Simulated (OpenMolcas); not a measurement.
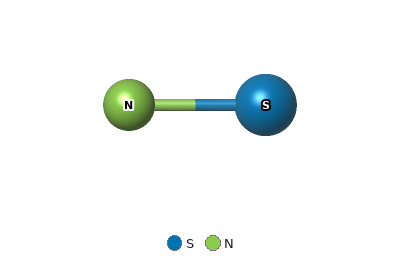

*The molecule at the reference distance of 1.443 Å.*

## Relativistic diatomic calculation: SN⁺ (part 1 of 2)

SN⁺. Computed at this level: SA-CASSCF(8,7)/XMS-CASPT2 + RASSI spin-orbit (X2C scalar, AMFI), ANO-RCC-VTZP (OpenMolcas).

### Key numbers

- outcome: converged; components of a degenerate state are split by 39 cm⁻¹
- lowest spin-free state: ¹Σ
- lowest spin-orbit level: Ω = 0, −453.10320 hartree
- next level: Ω = 1, 34,058 cm⁻¹
- hardware: 1 thread of Intel Xeon (Sapphire Rapids), 128 GiB of memory available, shared host
- wall time: 13 s

### Notes

Caveats: the two components of ³Δ at 5.26 eV, degenerate in CASSCF as they must be, are split by 39 cm⁻¹ in XMS-CASPT2, an artefact that passes into its spin-orbit levels; 4 of the 20 spin-orbit states have no clean Ω, so their splittings aren't to be trusted.

### Input
```
&GATEWAY
Coord
2
angstrom
S 0.0 0.0 0.0
N 0.0 0.0 1.4430
Basis=ANO-RCC-VTZP
Group=XY
RX2C
AMFI
ANGMom
0.0 0.0 0.0
RICD
&SEWARD
&GUESSORB
&RASSCF
FileOrb=$CurrDir/o11.orb
Symmetry=1
Spin=1
nActEl=8 0 0
Inactive=5 2
RAS2=3 4
CIRoot=2 2 1
Linear
Iterations=120 100
OrbListing=Nothing
PRWF=0.15
>>COPY $Project.RasOrb $CurrDir/o11.orb
>>COPY $Project.rasscf.h5 $CurrDir/r11.h5
&CASPT2
XMultistate=all
Imaginary=0.2
IPEA=0.25
MaxIter=40
>>COPY $Project.JobMix JOB001
&RASSCF
FileOrb=$CurrDir/o31.orb
Symmetry=1
Spin=3
nActEl=8 0 0
Inactive=5 2
RAS2=3 4
CIRoot=4 4 1
Linear
Iterations=120 100
OrbListing=Nothing
PRWF=0.15
>>COPY $Project.RasOrb $CurrDir/o31.orb
>>COPY $Project.rasscf.h5 $CurrDir/r31.h5
&CASPT2
XMultistate=all
Imaginary=0.2
IPEA=0.25
MaxIter=40
>>COPY $Project.JobMix JOB002
&RASSCF
FileOrb=$CurrDir/o32.orb
Symmetry=2
Spin=3
nActEl=8 0 0
Inactive=5 2
RAS2=3 4
CIRoot=2 2 1
Linear
Iterations=120 100
OrbListing=Nothing
PRWF=0.15
>>COPY $Project.RasOrb $CurrDir/o32.orb
>>COPY $Project.rasscf.h5 $CurrDir/r32.h5
&CASPT2
XMultistate=all
Imaginary=0.2
IPEA=0.25
MaxIter=40
>>COPY $Project.JobMix JOB003
&RASSI
Nr of JobIphs=3 2 4 2
1 2
1 2 3 4
1 2
SpinOrbit
EJob
Omega
MEES
MESO
Properties=4
'AngMom' 3 'Mltpl  1' 1 'Mltpl  1' 2 'Mltpl  1' 3
Thrs=1.0d-4
>>COPY $Project.rassi.h5 $CurrDir/so.h5
```

The first orbital files come from an earlier step.

Command:
```bash
pymolcas m.inp (one call a module block, same work directory)
```

### Log (extracts)
```
++    Wave function specifications:
      Number of closed shell electrons          14
      Number of electrons in active shells       8
      Number of inactive orbitals                7
      Number of active orbitals                  7
      Number of secondary orbitals              50
      Spin quantum number                      0.0
      State symmetry                             1
++    Orbital specifications:
      Symmetry species                           1   2
                                                 a   b
      Frozen orbitals                            0   0
      Inactive orbitals                          5   2
      Active orbitals                            3   4
      RAS2 orbitals                              3   4
      Secondary orbitals                        26  24
      Number of basis functions                 34  30
      printout of CI-coefficients larger than  0.15 for root  1
      energy=    -452.879513
      conf/sym  111 2222     Coeff  Weight
           116  022 0220  -0.15363 0.02360
           125  022 2002  -0.15363 0.02360
           130  022 0022   0.94472 0.89250
      printout of CI-coefficients larger than  0.15 for root  2
      energy=    -452.627977
      conf/sym  111 2222     Coeff  Weight
           123  022 u02d   0.69217 0.47910
           129  022 0ud2   0.69217 0.47910
      Natural orbitals and occupation numbers for root  1
      sym 1:   0.030017   1.971087   1.986052
      sym 2:   0.098333   0.098333   1.908088   1.908088
      Natural orbitals and occupation numbers for root  2
      sym 1:   0.027425   1.972358   1.988561
      sym 2:   0.527168   0.527168   1.478660   1.478660
      RASSCF energy for state  2                   -452.62797653
::    RASSCF root number  1 Total energy:   -452.87951271
::    RASSCF root number  2 Total energy:   -452.62797653
      Von Neumann Entropy (Root   1) =  0.67853
++    Wave function specifications:
      Number of closed shell electrons           2
      Number of electrons in active shells       8
      Number of inactive orbitals                1
      Number of active orbitals                  7
      Number of secondary orbitals              50
      Spin quantum number                      0.0
      State symmetry                             1
      Number of CSFs                           254
      Number of CASSCF root(s) available         2
      CASPT2 state passed to geometry opt.       2
      A file JOBMIX will be created
      This is a MULTI-STATE CASSCF reference
      Number of CI roots used                    2
      These are:                                 1   2
      Off-diagonal elements of Heff are computed
  FINAL CASPT2 RESULT:
      Reference energy:        -452.8795127121
      E2 (Non-variational):      -0.2225571967
      Shift correction:          -0.0011236157
      E2 (Variational):          -0.2236808125
      Total energy:            -453.1031935246
      Reference weight:           0.93245
  FINAL CASPT2 RESULT:
      Reference energy:        -452.6279765306
      E2 (Non-variational):      -0.2455730776
      Shift correction:          -0.0017810321
      E2 (Variational):          -0.2473541097
      Total energy:            -452.8753306403
      Reference weight:           0.91885
       Total XMS-CASPT2 energies:
::    XMS-CASPT2 Root  1     Total energy:   -453.10319352
::    XMS-CASPT2 Root  2     Total energy:   -452.87533064
++    Wave function specifications:
      Number of closed shell electrons          14
      Number of electrons in active shells       8
      Number of inactive orbitals                7
      Number of active orbitals                  7
      Number of secondary orbitals              50
      Spin quantum number                      1.0
      State symmetry                             1
      printout of CI-coefficients larger than  0.15 for root  1
      energy=    -452.719006
      conf/sym  111 2222     Coeff  Weight
           105  022 u0u2   0.68139 0.46429
           149  022 0u2u  -0.68139 0.46429
      printout of CI-coefficients larger than  0.15 for root  2
      energy=    -452.671578
      conf/sym  111 2222     Coeff  Weight
           105  022 u0u2   0.68801 0.47336
           149  022 0u2u   0.68801 0.47336
      printout of CI-coefficients larger than  0.15 for root  3
      energy=    -452.671578
      conf/sym  111 2222     Coeff  Weight
           102  022 u02u  -0.68801 0.47336
           150  022 0uu2   0.68801 0.47336
      printout of CI-coefficients larger than  0.15 for root  4
      energy=    -452.639741
      conf/sym  111 2222     Coeff  Weight
           102  022 u02u  -0.68488 0.46906
           150  022 0uu2  -0.68488 0.46906
      Natural orbitals and occupation numbers for root  1
      sym 1:   0.030676   1.972151   1.992382
      sym 2:   0.552053   0.552053   1.450343   1.450343
      Natural orbitals and occupation numbers for root  2
      sym 1:   0.027915   1.973374   1.993516
      sym 2:   0.537982   0.537982   1.464615   1.464615
      Natural orbitals and occupation numbers for root  3
      sym 1:   0.027915   1.973374   1.993516
      sym 2:   0.537982   0.537982   1.464615   1.464615
      Natural orbitals and occupation numbers for root  4
      sym 1:   0.028784   1.961567   1.979804
      sym 2:   0.539654   0.539654   1.475269   1.475268
      RASSCF energy for state  4                   -452.63974092
::    RASSCF root number  1 Total energy:   -452.71900575
::    RASSCF root number  2 Total energy:   -452.67157800
::    RASSCF root number  3 Total energy:   -452.67157800
::    RASSCF root number  4 Total energy:   -452.63974092
      Von Neumann Entropy (Root   1) =  1.81549
++    Wave function specifications:
      Number of closed shell electrons           2
      Number of electrons in active shells       8
      Number of inactive orbitals                1
      Number of active orbitals                  7
      Number of secondary orbitals              50
      Spin quantum number                      1.0
      State symmetry                             1
      Number of CSFs                           288
      Number of CASSCF root(s) available         4
      CASPT2 state passed to geometry opt.       4
      A file JOBMIX will be created
      This is a MULTI-STATE CASSCF reference
      Number of CI roots used                    4
      These are:                                 1   2   3   4
      Off-diagonal elements of Heff are computed
  FINAL CASPT2 RESULT:
      Reference energy:        -452.7190057538
      E2 (Non-variational):      -0.2277182079
      Shift correction:          -0.0012741801
      E2 (Variational):          -0.2289923880
      Total energy:            -452.9479981418
      Reference weight:           0.92941
  FINAL CASPT2 RESULT:
      Reference energy:        -452.6715779965
      E2 (Non-variational):      -0.2368364342
      Shift correction:          -0.0014065225
      E2 (Variational):          -0.2382429567
      Total energy:            -452.9098209532
      Reference weight:           0.92544
  FINAL CASPT2 RESULT:
      Reference energy:        -452.6715779965
      E2 (Non-variational):      -0.2370030479
      Shift correction:          -0.0014180295
      E2 (Variational):          -0.2384210774
      Total energy:            -452.9099990738
      Reference weight:           0.92519
  FINAL CASPT2 RESULT:
      Reference energy:        -452.6397409185
      E2 (Non-variational):      -0.2383070530
      Shift correction:          -0.0015010415
      E2 (Variational):          -0.2398080945
      Total energy:            -452.8795490130
      Reference weight:           0.92372
       Total XMS-CASPT2 energies:
::    XMS-CASPT2 Root  1     Total energy:   -452.94799814
::    XMS-CASPT2 Root  2     Total energy:   -452.90999912
::    XMS-CASPT2 Root  3     Total energy:   -452.90982090
::    XMS-CASPT2 Root  4     Total energy:   -452.87954901
++    Wave function specifications:
      Number of closed shell electrons          14
      Number of electrons in active shells       8
      Number of inactive orbitals                7
      Number of active orbitals                  7
      Number of secondary orbitals              50
      Spin quantum number                      1.0
      State symmetry                             2
      printout of CI-coefficients larger than  0.15 for root  1
      energy=    -452.696989
      conf/sym  111 2222     Coeff  Weight
           241  0u2 u220  -0.16890 0.02853
           249  0u2 u022   0.94898 0.90057
      printout of CI-coefficients larger than  0.15 for root  2
      energy=    -452.696989
      conf/sym  111 2222     Coeff  Weight
           143  0u2 2u02   0.16890 0.02853
           282  0u2 0u22   0.94898 0.90057
      Natural orbitals and occupation numbers for root  1
      sym 1:   0.020991   1.003650   1.973102
      sym 2:   1.028210   0.118575   1.969885   1.885587
      Natural orbitals and occupation numbers for root  2
      sym 1:   0.020991   1.003650   1.973102
      sym 2:   0.118575   1.028210   1.885587   1.969885
      RASSCF energy for state  2                   -452.69698943
::    RASSCF root number  1 Total energy:   -452.69698943
::    RASSCF root number  2 Total energy:   -452.69698943
      Von Neumann Entropy (Root   1) =  1.42428
++    Wave function specifications:
      Number of closed shell electrons           2
      Number of electrons in active shells       8
      Number of inactive orbitals                1
      Number of active orbitals                  7
      Number of secondary orbitals              50
      Spin quantum number                      1.0
      State symmetry                             2
      Number of CSFs                           300
      Number of CASSCF root(s) available         2
      CASPT2 state passed to geometry opt.       2
      A file JOBMIX will be created
      This is a MULTI-STATE CASSCF reference
      Number of CI roots used                    2
      These are:                                 1   2
      Off-diagonal elements of Heff are computed
  FINAL CASPT2 RESULT:
      Reference energy:        -452.6969894276
      E2 (Non-variational):      -0.2367389272
      Shift correction:          -0.0015999722
      E2 (Variational):          -0.2383388993
      Total energy:            -452.9353283270
      Reference weight:           0.92145
  FINAL CASPT2 RESULT:
      Reference energy:        -452.6969894274
      E2 (Non-variational):      -0.2367389275
      Shift correction:          -0.0015999722
      E2 (Variational):          -0.2383388997
      Total energy:            -452.9353283270
      Reference weight:           0.92145
       Total XMS-CASPT2 energies:
::    XMS-CASPT2 Root  1     Total energy:   -452.93532833
::    XMS-CASPT2 Root  2     Total energy:   -452.93532833
  SPIN-FREE ENERGIES:
  (Shifted by EMIN (a.u.) =       -453.1031935246)
 SF State       Relative EMIN(au)   Rel lowest level(eV)    D:o, cm**(-1)      Abs_M
     1             0.0000000000        0.0000000000              0.0000         0.0
     3             0.1551953827        4.2230815031          34061.4494         0.0
     7             0.1678651975        4.5678447272          36842.1523         1.0
     8             0.1678651975        4.5678447272          36842.1523         1.0
     4             0.1931944014        5.2570874762          42401.2700         2.0
     5             0.1933726207        5.2619370722          42440.3847         2.0
     6             0.2236445117        6.0856771889          49084.2968         0.0
     2             0.2278628843        6.2004649549          50010.1225         0.0
++ Dipole transition strengths (spin-free states):
     for osc. strength at least  1.00000000E-05
      From   To        Osc. strength     Einstein coefficients Ax, Ay, Az (sec-1)    Total A (sec-1)
         3    7       5.09634303E-04  2.34426863E+03  2.84244008E+02  0.00000000E+00  2.62851263E+03
         3    8       5.09634337E-04  2.84243997E+02  2.34426881E+03  0.00000000E+00  2.62851281E+03
         7    4       5.47468684E-04  1.99288699E+03  9.29241650E+03  0.00000000E+00  1.12853035E+04
         7    5       5.51321522E-04  9.48996552E+03  2.03524867E+03  0.00000000E+00  1.15252142E+04
         7    6       1.22134665E-03  1.32045782E+04  1.08889940E+05  0.00000000E+00  1.22094519E+05
         8    4       5.47469046E-04  9.29242523E+03  1.99288573E+03  0.00000000E+00  1.12853110E+04
         8    5       5.51321496E-04  2.03524920E+03  9.48996445E+03  0.00000000E+00  1.15252136E+04
         8    6       1.22134555E-03  1.08889817E+05  1.32045923E+04  0.00000000E+00  1.22094409E+05
 Electric-quadrupole - electric-quadrupole not included
 Electric-dipole - electric-octupole not included
 Electric-dipole - magnetic-quadrupole not included
   Eigenvalues of complex Hamiltonian:
  (Shifted by EMIN (a.u.) =       -453.1031935246)
 SO State       Relative EMIN(au)   Rel lowest level(eV)    D:o, cm**(-1)      Omega
     1            -0.0000086736        0.0000000000              0.0000         0.0
     2             0.1551692813        4.2226072663          34057.6244         1.0
     3             0.1551692813        4.2226072663          34057.6244         1.0
     4             0.1551835732        4.2229961701          34060.7612         0.0
     5             0.1672225655        4.5505938397          36703.0146         0.0
     6             0.1672294538        4.5507812791          36704.5264         0.0
     7             0.1678673376        4.5681389820          36844.5257         1.0
     8             0.1678673376        4.5681389820          36844.5257         1.0
     9             0.1685091547        4.5856037134          36985.3882         2.0
    10             0.1685091738        4.5856042326          36985.3924         2.0
    11             0.1931944438        5.2573246506          42403.1830         2.1
    12             0.1931944438        5.2573246506          42403.1830         2.1
    13             0.1931970639        5.2573959463          42403.7580         2.0
    14             0.1933751655        5.2622423382          42442.8468         2.4
    15             0.1933751655        5.2622423382          42442.8468         2.4
    16             0.1933752642        5.2622450230          42442.8684         2.0
    17             0.2236491976        6.0860407180          49087.2288         0.0
    18             0.2236658858        6.0864948283          49090.8915         1.0
    19             0.2236658858        6.0864948284          49090.8915         1.0
    20             0.2278638178        6.2007263777          50012.2310         0.0
 Weights of the five most important spin-orbit-free states for each spin-orbit state.
 SO State  Total energy (au)           Spin-free states, spin, and weights
    1        -0.000009       1 0.0  1.0000    8 1.0  0.0000    7 1.0  0.0000    6 1.0  0.0000    3 1.0  0.0000
    2         0.155169       3 1.0  0.9993    6 1.0  0.0003    8 1.0  0.0002    7 1.0  0.0002    4 1.0  0.0000
    3         0.155169       3 1.0  0.9993    6 1.0  0.0003    7 1.0  0.0002    8 1.0  0.0002    4 1.0  0.0000
    4         0.155184       3 1.0  0.9990    8 1.0  0.0005    7 1.0  0.0005    2 0.0  0.0000    1 0.0  0.0000
    5         0.167223       7 1.0  0.5000    8 1.0  0.5000    1 0.0  0.0000    6 1.0  0.0000    3 1.0  0.0000
    6         0.167229       8 1.0  0.4995    7 1.0  0.4995    3 1.0  0.0010    2 0.0  0.0000    1 0.0  0.0000
    7         0.167867       8 1.0  0.9995    3 1.0  0.0004    4 1.0  0.0001    5 1.0  0.0001    6 1.0  0.0000
    8         0.167867       7 1.0  0.9995    3 1.0  0.0004    4 1.0  0.0001    5 1.0  0.0001    6 1.0  0.0000
    9         0.168509       8 1.0  0.4999    7 1.0  0.4999    4 1.0  0.0001    5 1.0  0.0000    6 1.0  0.0000
   10         0.168509       7 1.0  0.4999    8 1.0  0.4999    5 1.0  0.0001    4 1.0  0.0000    2 0.0  0.0000
   11         0.193194       4 1.0  0.9930    5 1.0  0.0069    8 1.0  0.0000    7 1.0  0.0000    3 1.0  0.0000
   12         0.193194       4 1.0  0.9930    5 1.0  0.0069    8 1.0  0.0000    7 1.0  0.0000    3 1.0  0.0000
   13         0.193197       4 1.0  0.9999    8 1.0  0.0001    7 1.0  0.0001    5 1.0  0.0000    2 0.0  0.0000
   14         0.193375       5 1.0  0.9930    4 1.0  0.0070    7 1.0  0.0000    8 1.0  0.0000    3 1.0  0.0000
   15         0.193375       5 1.0  0.9930    4 1.0  0.0070    7 1.0  0.0000    8 1.0  0.0000    3 1.0  0.0000
   16         0.193375       5 1.0  0.9999    7 1.0  0.0001    8 1.0  0.0001    2 0.0  0.0000    4 1.0  0.0000
   17         0.223649       6 1.0  1.0000    1 0.0  0.0000    7 1.0  0.0000    8 1.0  0.0000    2 0.0  0.0000
   18         0.223666       6 1.0  0.9997    3 1.0  0.0003    8 1.0  0.0000    7 1.0  0.0000    5 1.0  0.0000
   19         0.223666       6 1.0  0.9997    3 1.0  0.0003    7 1.0  0.0000    8 1.0  0.0000    5 1.0  0.0000
   20         0.227864       2 0.0  1.0000    7 1.0  0.0000    8 1.0  0.0000    3 1.0  0.0000    6 1.0  0.0000
```

(Continued in part 2.)
